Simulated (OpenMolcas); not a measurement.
# Relativistic diatomic calculation for ClNa (part 2 of 2)

Continued. System: ClNa. Method: SA-CASSCF(6,7)/XMS-CASPT2 + RASSI spin-orbit (X2C scalar, AMFI), ANO-RCC-VTZP (OpenMolcas).

### Log (extracts), continued
```
++ Dipole transition strengths (spin-free states):
     for osc. strength at least  1.00000000E-05
      From   To        Osc. strength     Einstein coefficients Ax, Ay, Az (sec-1)    Total A (sec-1)
         1   13       2.60440678E-02  1.50408102E+07  1.04503685E+07  0.00000000E+00  2.54911787E+07
         1   14       2.60440676E-02  1.04503682E+07  1.50408103E+07  0.00000000E+00  2.54911785E+07
         1    2       1.28508588E-01  0.00000000E+00  0.00000000E+00  1.54952293E+08  1.54952293E+08
         1    6       1.14343713E-01  0.00000000E+00  0.00000000E+00  2.20836706E+08  2.20836706E+08
         1   15       4.69334304E-02  4.12420825E+07  5.23344649E+07  0.00000000E+00  9.35765474E+07
         1   16       4.69334309E-02  5.23344678E+07  4.12420844E+07  0.00000000E+00  9.35765522E+07
         1   17       1.72455932E-05  1.08905210E+05  7.68969063E+04  0.00000000E+00  1.85802117E+05
         1   18       1.72455889E-05  7.68968835E+04  1.08905187E+05  0.00000000E+00  1.85802071E+05
         7   19       3.62197592E-04  5.78268834E+00  1.04136082E+03  0.00000000E+00  1.04714351E+03
         7   20       1.52869366E-01  1.08299982E+05  1.93430108E+07  0.00000000E+00  1.94513107E+07
         7   21       1.61482695E-01  2.24753152E+07  1.21044151E+05  0.00000000E+00  2.25963593E+07
         7   22       1.61736997E-01  1.21617301E+05  2.25817054E+07  0.00000000E+00  2.27033227E+07
         7   23       1.67473751E-01  2.54549865E+07  1.42442922E+05  0.00000000E+00  2.55974294E+07
         7   10       1.91057799E-05  0.00000000E+00  0.00000000E+00  3.46260823E+03  3.46260823E+03
         7    9       3.87869444E-05  0.00000000E+00  0.00000000E+00  7.02949543E+03  7.02949543E+03
         7   11       3.35661512E-04  0.00000000E+00  0.00000000E+00  1.73735383E+06  1.73735383E+06
         7   12       7.44893908E-04  0.00000000E+00  0.00000000E+00  3.85550394E+06  3.85550394E+06
         8   19       3.62197953E-04  1.04136188E+03  5.78267485E+00  0.00000000E+00  1.04714456E+03
         8   20       1.52869124E-01  1.93429797E+07  1.08300233E+05  0.00000000E+00  1.94512799E+07
         8   21       1.61482659E-01  1.21044090E+05  2.24753103E+07  0.00000000E+00  2.25963544E+07
         8   22       1.61737251E-01  2.25817412E+07  1.21617100E+05  0.00000000E+00  2.27033583E+07
         8   23       1.67473786E-01  1.42442899E+05  2.54549918E+07  0.00000000E+00  2.55974347E+07
         8   10       3.87869383E-05  0.00000000E+00  0.00000000E+00  7.02949434E+03  7.02949434E+03
         8    9       1.91057832E-05  0.00000000E+00  0.00000000E+00  3.46260882E+03  3.46260882E+03
         8   11       7.44894349E-04  0.00000000E+00  0.00000000E+00  3.85550622E+06  3.85550622E+06
         8   12       3.35661283E-04  0.00000000E+00  0.00000000E+00  1.73735264E+06  1.73735264E+06
        13    2       3.36717475E-05  2.37606725E+02  1.60605286E+02  0.00000000E+00  3.98212011E+02
        13    3       1.60735123E-01  9.92050881E+06  1.19907397E+07  0.00000000E+00  2.19112485E+07
        13    4       1.61337052E-01  1.21259304E+07  1.00323565E+07  0.00000000E+00  2.21582870E+07
        13    5       1.64706201E-01  9.91663530E+06  1.37569524E+07  0.00000000E+00  2.36735877E+07
        13    6       1.67566851E-01  1.56015193E+07  1.12626107E+07  0.00000000E+00  2.68641300E+07
        13   16       3.52947813E-05  0.00000000E+00  0.00000000E+00  6.30619713E+03  6.30619713E+03
        13   17       1.29297729E-02  0.00000000E+00  0.00000000E+00  6.79846791E+07  6.79846791E+07
        14    2       3.36717795E-05  1.60605465E+02  2.37606924E+02  0.00000000E+00  3.98212389E+02
        14    3       1.60735392E-01  1.19907609E+07  9.92052436E+06  0.00000000E+00  2.19112853E+07
        14    4       1.61336975E-01  1.00323528E+07  1.21259236E+07  0.00000000E+00  2.21582764E+07
        14    5       1.64705925E-01  1.37569291E+07  9.91661894E+06  0.00000000E+00  2.36735480E+07
        14    6       1.67566933E-01  1.12626159E+07  1.56015273E+07  0.00000000E+00  2.68641432E+07
        14   15       3.52948515E-05  0.00000000E+00  0.00000000E+00  6.30620883E+03  6.30620883E+03
        14   18       1.29297708E-02  0.00000000E+00  0.00000000E+00  6.79846686E+07  6.79846686E+07
        19   20       1.19962648E-04  0.00000000E+00  0.00000000E+00  1.10093122E+04  1.10093122E+04
        19   10       3.12046479E-01  2.57878121E+07  1.73820164E+07  0.00000000E+00  4.31698285E+07
        19    9       3.12046478E-01  1.73820163E+07  2.57878121E+07  0.00000000E+00  4.31698283E+07
        19   11       8.91343460E-04  2.68260487E+06  1.71541432E+06  0.00000000E+00  4.39801918E+06
        19   12       8.91343589E-04  1.71541404E+06  2.68260578E+06  0.00000000E+00  4.39801982E+06
         2    6       2.97993412E-04  0.00000000E+00  0.00000000E+00  2.53471733E+04  2.53471733E+04
         2   15       2.65005775E-01  1.15089640E+07  1.46108218E+07  0.00000000E+00  2.61197859E+07
         2   16       2.65005801E-01  1.46108259E+07  1.15089672E+07  0.00000000E+00  2.61197932E+07
         2   17       2.69636790E-05  7.56150956E+04  5.30311071E+04  0.00000000E+00  1.28646203E+05
         2   18       2.69636474E-05  5.30310519E+04  7.56150005E+04  0.00000000E+00  1.28646052E+05
        20   10       4.78254313E-04  1.36078166E+03  9.16597746E+02  0.00000000E+00  2.27737941E+03
        20    9       4.78254365E-04  9.16597475E+02  1.36078218E+03  0.00000000E+00  2.27737966E+03
        20   11       3.73685053E-03  8.34251168E+06  5.40939862E+06  0.00000000E+00  1.37519103E+07
        20   12       3.73684961E-03  5.40940664E+06  8.34250024E+06  0.00000000E+00  1.37519069E+07
        21   10       1.55518549E-05  1.65885723E+01  2.48873123E+01  0.00000000E+00  4.14758847E+01
        21    9       1.55518675E-05  2.48873380E+01  1.65885803E+01  0.00000000E+00  4.14759183E+01
        21   11       2.95354058E-03  4.14374069E+06  6.52965236E+06  0.00000000E+00  1.06733931E+07
        21   12       2.95354046E-03  6.52965329E+06  4.14373933E+06  0.00000000E+00  1.06733926E+07
         3   17       6.29053274E-03  1.04310220E+07  1.28507108E+07  0.00000000E+00  2.32817328E+07
         3   18       6.29054301E-03  1.28507323E+07  1.04310386E+07  0.00000000E+00  2.32817709E+07
        22   10       1.53743573E-05  2.40449974E+01  1.60268763E+01  0.00000000E+00  4.00718737E+01
        22    9       1.53743162E-05  1.60271123E+01  2.40446543E+01  0.00000000E+00  4.00717666E+01
        22   11       2.95261673E-03  6.52356360E+06  4.13987513E+06  0.00000000E+00  1.06634387E+07
        22   12       2.95261785E-03  4.13986772E+06  6.52357505E+06  0.00000000E+00  1.06634428E+07
         4   17       6.28601658E-03  1.28230390E+07  1.04085596E+07  0.00000000E+00  2.32315986E+07
         4   18       6.28601875E-03  1.04085640E+07  1.28230428E+07  0.00000000E+00  2.32316067E+07
         5   15       1.63581758E-05  1.78020438E+01  1.32600048E+01  0.00000000E+00  3.10620486E+01
         5   16       1.63581659E-05  1.32600175E+01  1.78020533E+01  0.00000000E+00  3.10620708E+01
         5   17       5.87981959E-03  8.76545083E+06  1.27726643E+07  0.00000000E+00  2.15381151E+07
         5   18       5.87980946E-03  1.27726423E+07  8.76543589E+06  0.00000000E+00  2.15380782E+07
        23   10       3.13915633E-05  1.53363573E+01  2.25973336E+01  0.00000000E+00  3.79336909E+01
        23    9       3.13915673E-05  2.25973340E+01  1.53363617E+01  0.00000000E+00  3.79336957E+01
        23   11       2.58397039E-03  3.56459878E+06  5.60815601E+06  0.00000000E+00  9.17275480E+06
        23   12       2.58397022E-03  5.60815476E+06  3.56459946E+06  0.00000000E+00  9.17275422E+06
         6   17       3.90573836E-03  8.34940554E+06  5.64118820E+06  0.00000000E+00  1.39905937E+07
         6   18       3.90573597E-03  5.64118494E+06  8.34940030E+06  0.00000000E+00  1.39905852E+07
        10   11       1.36906441E-04  0.00000000E+00  0.00000000E+00  4.68231742E+05  4.68231742E+05
         9   12       1.36906473E-04  0.00000000E+00  0.00000000E+00  4.68231852E+05  4.68231852E+05
 Electric-quadrupole - electric-quadrupole not included
 Electric-dipole - electric-octupole not included
 Electric-dipole - magnetic-quadrupole not included
   Eigenvalues of complex Hamiltonian:
  (Shifted by EMIN (a.u.) =       -623.4368290324)
 SO State       Relative EMIN(au)   Rel lowest level(eV)    D:o, cm**(-1)      Omega
     1            -0.0000024667        0.0000000000              0.0000         0.0
     2             0.1723704199        4.6905051957          37831.4757         2.0
     3             0.1723704201        4.6905052022          37831.4758         2.0
     4             0.1727464979        4.7007388003          37914.0153         1.0
     5             0.1727464979        4.7007388003          37914.0153         1.0
     6             0.1744598154        4.7473605447          38290.0451         0.0
     7             0.1746558140        4.7526939385          38333.0618         0.0
     8             0.1750146739        4.7624590132          38411.8224         1.0
     9             0.1750146739        4.7624590132          38411.8224         1.0
    10             0.1834105928        4.9909236045          40254.5136         0.0
    11             0.1834303833        4.9914621324          40258.8571         1.0
    12             0.1834303833        4.9914621324          40258.8571         1.0
    13             0.1938662558        5.2754366912          42549.2664         0.0
    14             0.2361729383        6.4266601684          51834.5100         0.0
    15             0.2361825203        6.4269209083          51836.6130         1.0
    16             0.2361825203        6.4269209080          51836.6130         1.0
    17             0.2383564987        6.4860778725          52313.7461         2.0
    18             0.2384118229        6.4875833224          52325.8883         3.0
    19             0.2384118229        6.4875833224          52325.8883         3.0
    20             0.2385237982        6.4906303257          52350.4641         2.0
    21             0.2405005556        6.5444206354          52784.3122         1.0
    22             0.2405005557        6.5444206380          52784.3122         1.0
    23             0.2405428519        6.5455715746          52793.5951         2.0
    24             0.2407132833        6.5502092511          52831.0005         2.0
    25             0.2414177105        6.5693776904          52985.6044         0.0
    26             0.2420370423        6.5862305685          53121.5320         0.0
    27             0.2425111313        6.5991311868          53225.5825         1.0
    28             0.2425111314        6.5991311897          53225.5826         1.0
    29             0.2450166421        6.6673096076          53775.4786         0.0
    30             0.2490059472        6.7758641313          54651.0299         0.0
    31             0.2490580010        6.7772805870          54662.4544         1.0
    32             0.2490580011        6.7772805891          54662.4544         1.0
    33             0.2490719787        6.7776609403          54665.5221         2.0
    34             0.2490792790        6.7778595904          54667.1243         2.0
    35             0.2493392339        6.7849333248          54724.1778         0.0
    36             0.2494680067        6.7884374106          54752.4402         1.0
    37             0.2494680115        6.7884375406          54752.4412         1.0
    38             0.5748424405       15.6423268029         126163.8741         2.0
    39             0.5748424405       15.6423268021         126163.8741         2.0
    40             0.5749487276       15.6452190230         126187.2014         1.0
    41             0.5749487276       15.6452190230         126187.2014         1.0
    42             0.5750554971       15.6481243692
```

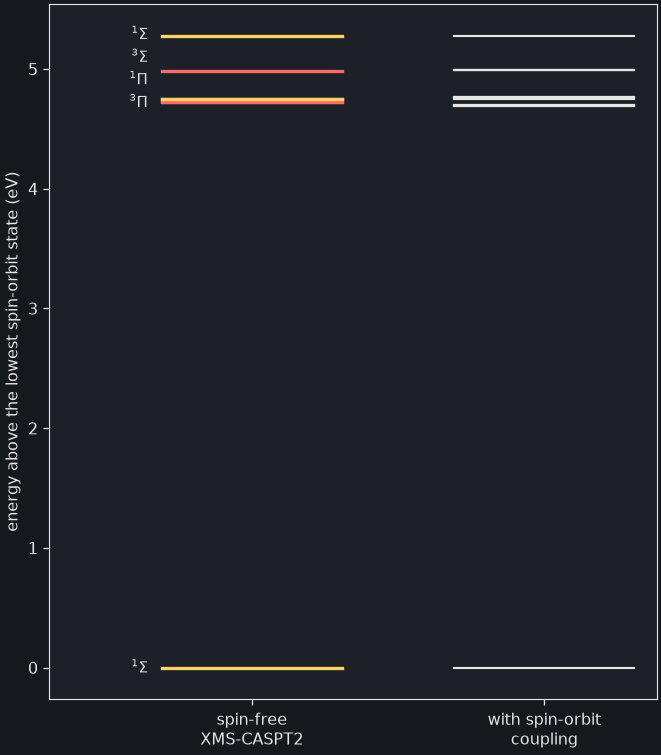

States up to 5.4 eV at 2.361 Å, without spin-orbit coupling (left, a colour for each spin multiplicity) and with it (right, where close levels merge). The spin-free states run ¹Σ (0.00 eV), ³Π (4.72 eV), ¹Π (4.75 eV), ³Σ (4.98 eV), ¹Σ (5.27 eV) from the lowest. The lowest spin-orbit levels have |Ω| = 0 (0 cm⁻¹), 2 (37,831 cm⁻¹), 1 (37,914 cm⁻¹), 0 (38,290 cm⁻¹), 0 (38,333 cm⁻¹).

### Key numbers

```
               quantity                                                             value
                outcome  converged; components of a degenerate state are split by 54 cm⁻¹
 lowest spin-free state                                                                ¹Σ
lowest spin-orbit level                                         Ω = 0, −623.43683 hartree
             next level                                                Ω = 2, 37,831 cm⁻¹
              wall time                                                              22 s
```

### Remarks

Caveats: the two components of ¹Δ at 6.53 eV, degenerate in CASSCF as they must be, are split by 54 cm⁻¹ in XMS-CASPT2, an artefact that passes into its spin-orbit levels.
